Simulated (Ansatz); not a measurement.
CsPbBr$_{3}$ (cubic perovskite)

```xyz
5
Lattice="6.0028 0.0000 0.0000 0.0000 6.0028 0.0000 0.0000 0.0000 6.0028" Properties=species:S:1:pos:R:3 pbc="T T T"
Cs     0.0000     0.0000     0.0000
Pb     3.0014     3.0014     3.0014
Br     0.0000     3.0014     3.0014
Br     3.0014     3.0014     0.0000
Br     3.0014     0.0000     3.0014
```

Equation-of-state scan: isotropic scaling of the cell above, V₀ being its volume. Symmetry pins the atoms to their sites.

Computed with PBE (plane waves to 420 eV, PAW, scalar-relativistic; Ansatz, a quantum-chemistry and plane-wave program). k mesh 6×6×6 (Γ-centred), Fermi-Dirac smearing 0.05 eV. Energies are smeared free energies. CsPbBr3 was relaxed with its symmetry unable to fall. Spin-orbit coupling is left out, though Pb is heavy. The PAW data are Ansatz's earlier set. This is a high-temperature form of CsPbBr3. The zero of ΔE is the relaxed starting cell.

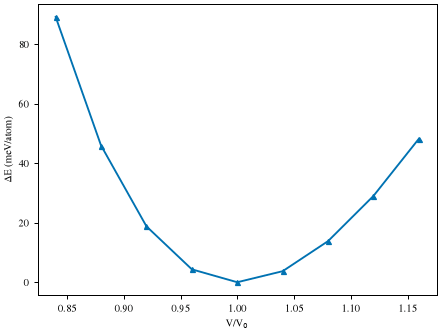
ΔE (meV/atom) against V/V₀; computed points joined by lines.

**Question.** What is ΔE at V/V₀ = 0.840?

**Answer.** About 89 meV/atom.

**Question.** What is ΔE at V/V₀ = 1.160?

**Answer.** About 48 meV/atom.

**Question.** What bulk modulus B₀ follows from a third-order Birch-Murnaghan fit?

**Answer.** About 19 GPa.

(A scan under strain: stresses follow from slopes of the energy per volume, elastic moduli from its curvatures.)
